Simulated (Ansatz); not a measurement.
**Fields on a plane of Se (trigonal-Se type, space group P3_121)**

```yaml
crystal:
  lattice:
    - [4.53455, 0.00000, 0.00000]
    - [-2.26727, 3.92703, 0.00000]
    - [0.00000, 0.00000, 5.04146]
  atoms:
    - { symbol: Se, position: [0.21814, 0.00000, 0.83333] }
    - { symbol: Se, position: [0.00000, 0.21814, 0.16667] }
    - { symbol: Se, position: [0.78186, 0.78186, 0.50000] }
```

The slice is a (-1 1 0 2) plane (indices of the conventional cell) through the point (0.000, 0.218, 0.167) (fractional), spanned by u = [110] and v = [1 -1 1] in vectors of this cell: u (4.53 Å) and v (9.33 Å, at 90° to u). It covers one period; positions are fractions (u, v).

Atoms on it: Se at (0.50, 0.70), 0.2 Å off the plane; Se at (0.00, 0.00). Other atoms lie within 1 Å of the plane.

Computed with PBE (plane waves to 420 eV, PAW, scalar-relativistic; Ansatz, an electronic-structure program). k mesh 8×8×7. Inside the PAW spheres the values are not all-electron values, and peaks at nuclei hang on which shells count as valence. Se was relaxed with its symmetry unable to fall.

```
|99886644332211000011112233446688|
|66665544332211000000112233445566|
|55444433221111111111112233334444|
|33333322221111222211111122333333|
|22222222222222333333222222222222|
|11111122223333444444333322111111|
|00001122334444555555443322221100|
|00001122334455777766554433221100|
|00111122334466889988664433221100|
|00112222334466889988664433221100|
|11112233334455667766554433221111|
|11222233334444555555444433221111|
|22223333333344444444333322111111|
|22333333333333333333222211111122|
|22333333333333222222111111111122|
|22333333333322221111000000001122|
|22333333332222111100000000001122|
|22222222222211110000000000001111|
|11222222221111000000000000000011|
|11111111111100000000000000000011|
|11111100000000001111111111111111|
|11000000000000111122222222111111|
|11000000000011112222333333222211|
|11000000000011223333333333332211|
|11110000000011223344444444333322|
|22111111001111223344444444443322|
|33222211111111223344444444443333|
|33333322221111223333444444444444|
|44444433332211112233333344444444|
|66665544332211111122223344445566|
|99886655442211111111223344446688|
|99996655442211110011223344556699|
```
Scale: ten equal steps from -1.90 (start of '0') to 1.66 (end of '9'), in the order '0123456789'. Values: log₁₀ of the valence density in e/Å³. The map has 16 points along u (two characters each, u = 0 at the left) and 32 along v (v = 0 in the bottom row). The scale is logarithmic, as a density can span decades between atoms and voids.

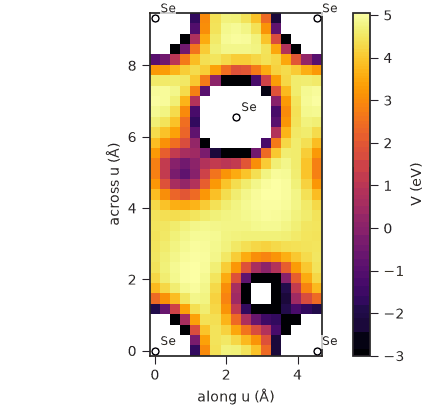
Figure. Electrostatic potential energy of an electron, from the cell's mean, in eV, one period of the plane, atoms marked. Points within 1 Å of a nucleus are left white, as the pseudised field means little there. Values under -3 eV are set to -3. The zero, the cell's mean, hangs on the PAW cores.
